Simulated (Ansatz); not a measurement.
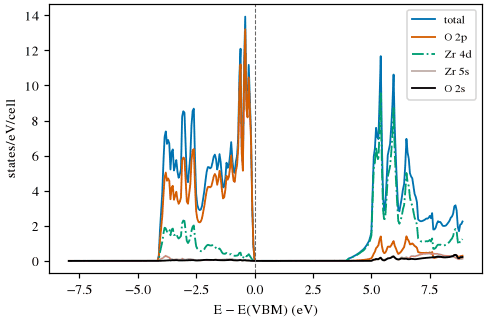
Figure. Total and projected density of states of ZrO2 (anatase, space group No. 141), DFT-LDA in the program Ansatz with PAW potentials

Q: Which orbitals carry the states next to the gap?

A: Top 1 eV of the valence band: O 2p 93 %. Bottom 1 eV of the conduction band: Zr 4d 91 %, O 2p 7 %. Projections are on Löwdin-orthogonalised atomic valence shells; empty p or d shells of many metals are not among them.

Q: Where is the tallest occupied peak in this window, and what makes it?

A: Near -0.4 eV, about 14 states/eV per cell; the largest projected share is O 2p.

Space group I4_1/amd (anatase). The first step of the workflow began from a Materials Project structure, measured or hypothetical; the Crystallography Open Database copy checked does not list it. It is not the phase usual at ambient conditions (space group No. 14). The cell was relaxed with LDA under the symmetry of its start; its stability against distortions is not shown here. No spin polarisation was allowed. Scalar-relativistic: spin–orbit coupling is off unless named, which matters more the heavier the elements.

Potentials: the later of the program's two PAW sets.
